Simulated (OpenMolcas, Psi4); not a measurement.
GeCl2 (SMILES Cl[Ge]Cl): the electronic atomisation energy, rung by rung

GeCl2: 3 atoms, total charge 0, spin state singlet. As SMILES, `Cl[Ge]Cl`. Geometry: relaxed at PBE0-D4/def2-TZVP.

```tsv
atom	x (Å)	y (Å)	z (Å)
Cl	-0.0654	-1.6817	0.4227
Ge	-0.4212	0.0672	-0.8320
Cl	0.4866	1.6145	0.4093
```

Quantity: the electronic atomisation energy, in eV. The values are calculated. Electronic energies at fixed atoms, without zero-point motion or spin-orbit coupling.

```tsv
level	kind	program	value (eV)	CPU time (all runs)
HF/aug-cc-pVDZ	Hartree–Fock	OpenMolcas	5.47	20 s
SVWN5/aug-cc-pVDZ	LDA	OpenMolcas	9.72	34 s
BLYP/aug-cc-pVDZ	GGA	OpenMolcas	7.99	50 s
revPBE/aug-cc-pVDZ	GGA	Psi4	8.02	2.1 min
M06-L/aug-cc-pVDZ	meta-GGA	OpenMolcas	8.78	80 s
BHLYP/aug-cc-pVDZ	global hybrid	OpenMolcas	7.54	37 s
CCSD/aug-cc-pVDZ	coupled cluster or CI	Psi4	7.33	4.7 min
```

All-electron rows without a relativistic Hamiltonian named are non-relativistic. The values span 5.47 to 9.72 eV. In the correlated wave-function rows the outer d shell of Ge is correlated, in sets not made for it. Times are those of the runs behind each value, whatever else they computed, on shared processors of several kinds: orders of magnitude only.

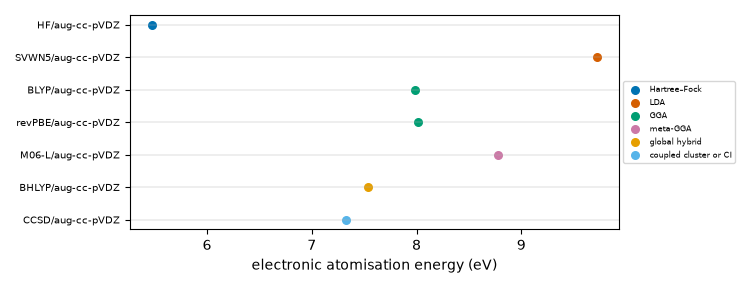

The values of the table, level by level.
